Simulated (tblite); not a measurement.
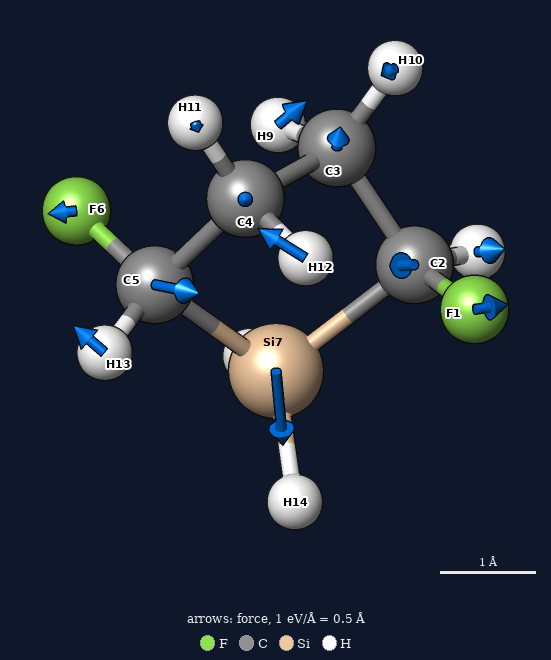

Starting geometry of C₄H₈F₂Si with the computed forces as blue arrows. Style: ball-and-stick. Shown at a tilt.

Theory: GFN2-xTB geometry optimisation, gas phase in tblite 0.8.0. 

> What follows when this structure is relaxed?

It isn't relaxed: the largest force vector, on the Si atom, is 2.08 eV/Å. The final displacements follow the starting forces only in part (cosine between the two patterns 0.39). After 62 geometry steps the energy has fallen by 60.6 kJ/mol. The atom that moves furthest after the best rigid fit is an H atom (0.50 Å). By element the largest moves are H 0.50 Å, F 0.42 Å, C 0.17 Å, Si 0.14 Å. Some distances before and after: C–Si 1.875 → 1.928 Å, C–H 1.118 → 1.091 Å, C–F 1.369 → 1.395 Å, C–C 1.541 → 1.526 Å. Among the angles between lasting bonds that change: F–C–H 114.1° → 104.9°, C–C–Si 96.6° → 105.4°, Si–C–H 109.3° → 116.8°. Groups turn about C–C by about 25°.
